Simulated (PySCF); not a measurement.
## Run report: C3H9FSi, NMR shielding calculation

System: C3H9FSi, SMILES CC(C)(F)[SiH3].
Method: GIAO PBE0/IGLO-III NMR shielding, non-relativistic, gas phase (PySCF 2.14.0).

The geometry comes from this level: PBE0-D3(BJ)/def2-SVP. Figures and captions count atoms from 1; the log counts them from 0 in places.

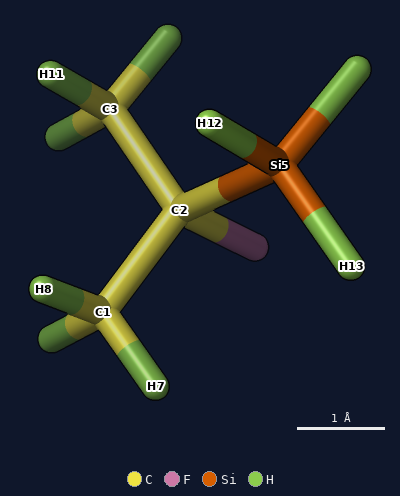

The structure (stick view, seen at a tilt; atoms are numbered from 1 in the order of the input). Bond lengths as drawn: C–C 1.52 Å, C–F 1.41 Å, C–H 1.10 Å, C–Si 1.92 Å and H–Si 1.49 to 1.50 Å.

**Key numbers**

```tsv
quantity	value
outcome	converged
total energy	−508.797459 hartree
HOMO	−8.10 eV
LUMO	0.44 eV
dipole moment	1.76 D
isotropic shielding, C	91.8 to 155.8 ppm
isotropic shielding, F	362.3 ppm
isotropic shielding, Si	403.7 ppm
isotropic shielding, H	27.3 to 30.2 ppm
hardware	1 CPU thread, shared host
wall time	29 s
peak memory	0.95 GiB
```

**Input**
```
{"job": {"kind": "nmr", "xc": "PBE0", "basis": "IGLO-III", "pop": true}, "charge": 0, "multiplicity": 1}
C     -0.775324    -1.149381    -0.033794
C      0.044026     0.102017    -0.280022
C     -0.509003     1.306171     0.456818
F     -0.026883     0.383599    -1.656090
Si     1.911148    -0.167402     0.067571
H     -1.825726    -0.970979    -0.316193
H     -0.398972    -1.992608    -0.631946
H     -0.747150    -1.436696     1.028377
H     -1.562048     1.468922     0.173475
H      0.056451     2.216347     0.207959
H     -0.463727     1.156432     1.546209
H      2.124847    -0.481616     1.515448
H      2.409243    -1.306145    -0.759303
H      2.662808     1.074854    -0.278766
```

The first line tells a small driver script what to run in PySCF; the rest is the geometry in Å.

Launch command:
```bash
OMP_NUM_THREADS=1 python <driver script> task.json out
```

**What the program printed**
```
coarse grid: 11552 points
cycle   1  E = -508.7368913729  dE =  1.243e-01  |g| = 5.390e-01  |ddm| = 2.330e+00
cycle   2  E = -508.6987688476  dE =  3.812e-02  |g| = 7.548e-01  |ddm| = 7.072e-01
cycle   3  E = -508.7884019859  dE = -8.963e-02  |g| = 9.165e-02  |ddm| = 4.477e-01
cycle   4  E = -508.7896032728  dE = -1.201e-03  |g| = 3.678e-02  |ddm| = 5.333e-02
cycle   5  E = -508.7898901806  dE = -2.869e-04  |g| = 5.085e-03  |ddm| = 2.053e-02
cycle   6  E = -508.7898949079  dE = -4.727e-06  |g| = 1.611e-03  |ddm| = 4.163e-03
final grid: 105504 points
cycle   7  E = -508.7974419371  dE = -8.241e-05  |g| = 8.606e-03  |ddm| = 4.834e-02
cycle   8  E = -508.7974280635  dE =  1.387e-05  |g| = 1.184e-02  |ddm| = 1.131e-02
cycle   9  E = -508.7974585154  dE = -3.045e-05  |g| = 1.270e-03  |ddm| = 6.107e-03
cycle  10  E = -508.7974587307  dE = -2.154e-07  |g| = 4.541e-04  |ddm| = 8.394e-04
cycle  11  E = -508.7974587638  dE = -3.302e-08  |g| = 7.817e-05  |ddm| = 2.739e-04
cycle  12  E = -508.7974587649  dE = -1.089e-09  |g| = 2.617e-05  |ddm| = 6.263e-05
cycle  13  E = -508.7974587650  dE = -1.514e-10  |g| = 3.397e-06  |ddm| = 1.666e-05
```

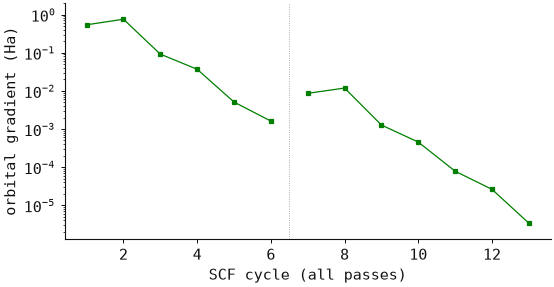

Convergence of the self-consistent field: orbital gradient against the SCF cycle. The dotted line marks the change from a coarse to the final integration grid. The first 6 cycles use a coarse grid, the final grid takes over at cycle 7, and the field converges after 13 cycles in all.

```
converged SCF energy = -508.7974587650

GIAO shielding tensors (ppm)
atom      isotropic    diamagn.    paramagn.     s11        s22        s33       span
  0 C      155.809     251.386     -95.577    140.564    143.530    183.334     42.771
  1 C       91.777     241.668    -149.892     55.295     57.086    162.948    107.653
  2 C      155.788     251.095     -95.307    140.597    143.407    183.360     42.763
  3 F      362.296     464.972    -102.675    330.793    374.728    381.368     50.575
  4 Si     403.666     890.865    -487.199    355.945    397.888    457.164    101.219
  5 H       29.969      30.170      -0.201     26.591     28.361     34.956      8.364
  6 H       29.689      29.866      -0.177     25.685     28.334     35.048      9.363
  7 H       30.171      30.984      -0.814     26.999     27.896     35.616      8.617
  8 H       29.963      30.033      -0.070     26.580     28.354     34.956      8.375
  9 H       29.693      29.636       0.057     25.687     28.344     35.047      9.360
 10 H       30.173      30.835      -0.662     27.005     27.901     35.612      8.607
 11 H       27.348      29.986      -2.638     24.555     25.542     31.948      7.393
 12 H       27.281      29.712      -2.432     24.274     25.785     31.783      7.508
 13 H       27.283      29.675      -2.391     24.276     25.796     31.777      7.501
```

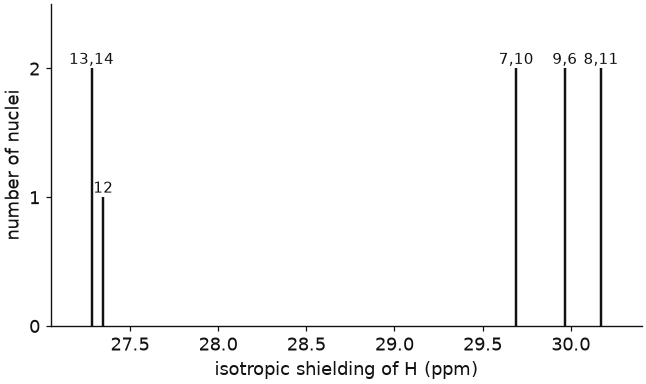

Isotropic shieldings of the hydrogen nuclei in this fixed geometry, labelled by atom number; shielding grows to the right, so chemical shift grows to the left. The least shielded is H13 (27.3 ppm), the most shielded H11 (30.2 ppm).

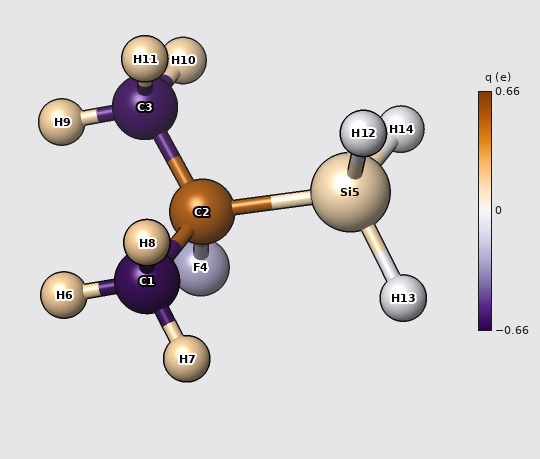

ESP-fitted charges, as the colour of each atom (ball-and-stick view, seen at a tilt; atoms are numbered from 1 in the order of the input). By element: C −0.63 to +0.55, F −0.29, Si +0.13 and H −0.06 to +0.18 e.
